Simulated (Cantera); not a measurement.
Input: 1 mol FeS₂, 1400 mol H₂, 7 mol N₂, held at 31.0 Pa.

Cantera equilibrium calculation (NASA polynomials, part measured and part estimated; ideal gas, pure solids and liquids). Candidate condensed phases: Fe, FeS, FeS₂, S; 16 gas species. FeS: taken at fixed stoichiometry. Gases not in the tables: S₃ to S₇. Rates play no part.

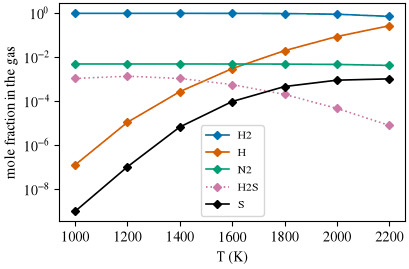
*Equilibrium gas composition (values under 1e-9 drawn at 1e-9)*

**Question.** Read off the mole fractions at 1000 K.

**Answer.** H₂ about 0.99, N₂ about 0.0050, H₂S about 0.0011, H about 1.3e-7.
